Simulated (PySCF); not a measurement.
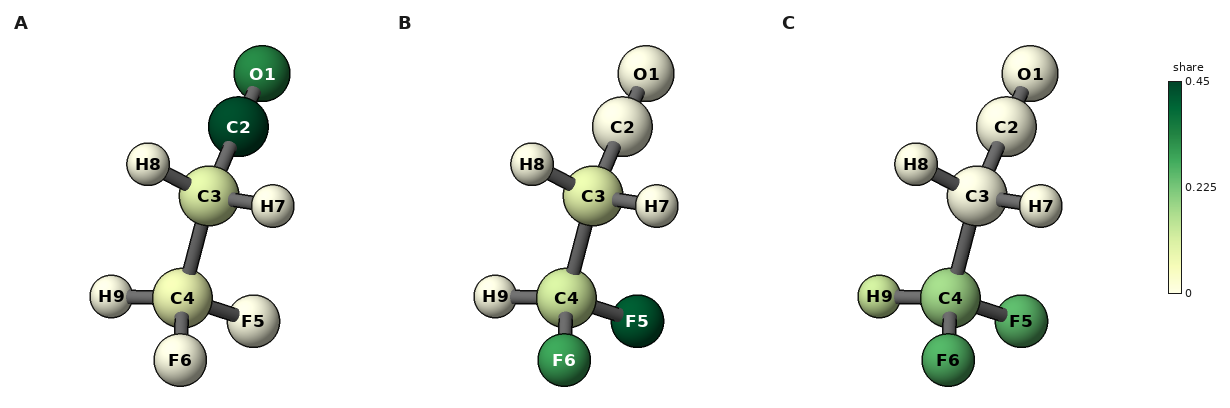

Each panel colours the atoms by their Löwdin share in one orbital (up to four of the largest shares; other atoms are shown as zero). Charge +1, singlet. Computed geometry: PBE0-D3(BJ)/def2-SVP optimisation. No frequency run is at hand to confirm it as a minimum. Method: PBE0/def2-SVPD (PySCF 2.14.0).

Question: The panels show the HOMO−2, HOMO, LUMO, in some order. Which is which?

Answer: A: LUMO, −8.62 eV; C2 0.43, O1 0.33, C3 0.10, C4 0.07
B: HOMO−2, −17.60 eV; F5 0.41, F6 0.29, C4 0.12, C3 0.09
C: HOMO, −15.82 eV; F6 0.26, F5 0.25, C4 0.18, H9 0.13
